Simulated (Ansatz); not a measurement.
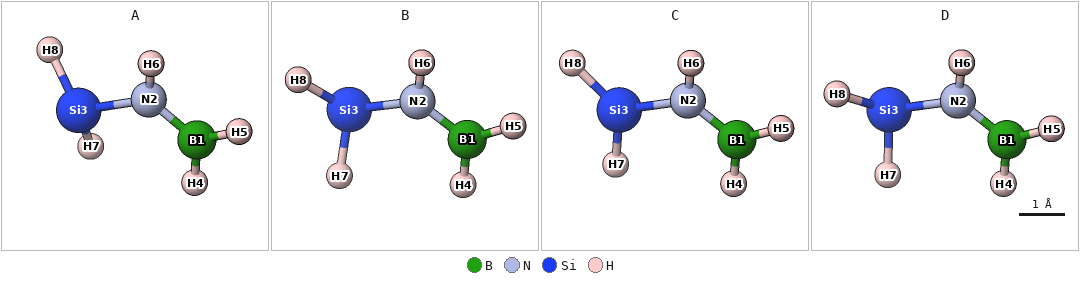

4 geometries from a converged minimum-energy path of BSiNH₅ (multiplicity 2), shuffled. Style: ball-and-stick. Shown at a tilt.

Theory: Ansatz, UKS LDA/6-31G. Set-up: 9 movable images; climbing image; force threshold 0.03 eV/Å; iteration limit 60; starting path by image-dependent pair potential.

**Which of them lies highest in energy?**

C. In order along the path, whose images run from 0 to 10: D (image 0, 0.00 eV), B (image 2, +0.01 eV), C (image 5, +0.34 eV), A (image 8, +0.02 eV). The motion is an umbrella inversion at Si3. No bond forms or breaks between the ends. Bond angles that change up to the highest image, for instance: H7–Si3–H8 112.3° → 127.3°, N2–Si3–H7 105.9° → 115.6°.
